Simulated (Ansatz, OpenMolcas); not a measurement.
How methods differ on CHF3O3S (triflic acid)

CHF3O3S has 9 atoms, charge 0, and is taken as a singlet. SMILES: `O=S(=O)(O)C(F)(F)F`. The coordinates come from a PBE0-D4/def2-TZVP relaxation. This is one conformer, not always the lowest.

```xyz
9

O     1.4629   -0.5819    0.9857
S     0.2985   -0.7789    0.1944
O     0.1445   -1.8377   -0.7300
O    -0.9727   -0.7780    1.1281
C     0.0031    0.7967   -0.7252
F    -0.0766    1.8017    0.1382
F     1.0144    1.0041   -1.5475
F    -1.1209    0.7238   -1.4123
H    -0.7532   -0.3500    1.9686
```

Quantity: the energy change with the S2–C5 bond stretched from 1.848 to 2.403 Å, in eV. The values are calculated.

```tsv
level	kind	program	value (eV)	CPU time (all runs)
BLYP/6-31G* (spherical functions) (restricted)	GGA	OpenMolcas	0.80	2 min
PBE/6-31G* (spherical functions) (restricted)	GGA	OpenMolcas	0.97	2.1 min
revPBE/6-31G* (spherical functions) (restricted)	GGA	Ansatz	0.86	26 s
BHLYP/6-31G* (spherical functions) (restricted)	global hybrid	OpenMolcas	1.62	1.8 min
PBE0/6-31G* (spherical functions) (restricted)	global hybrid	OpenMolcas	1.35	1.7 min
r2SCAN0/6-31G* (spherical functions) (restricted)	hybrid meta-GGA	Ansatz	1.49	71 s
B3LYP/6-31G* (Cartesian functions) (restricted)	global hybrid	Ansatz	1.14	34 s
CAM-B3LYP/6-31G* (spherical functions) (restricted)	range-separated hybrid	Ansatz	1.44	36 s
```

The first shape isn't each level's own minimum. The values span 0.80 to 1.62 eV. Times are those of the runs behind each value, whatever else they computed, on shared processors of several kinds: orders of magnitude only.

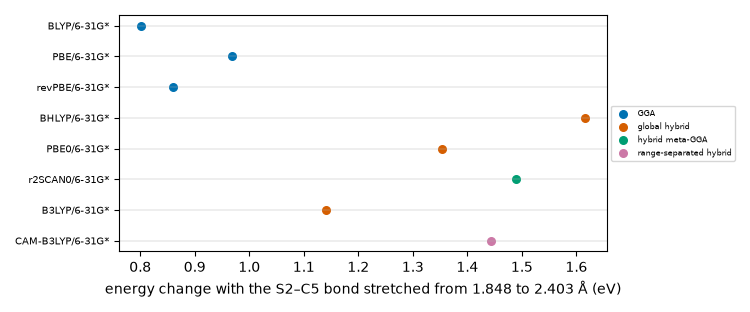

The values of the table, level by level.
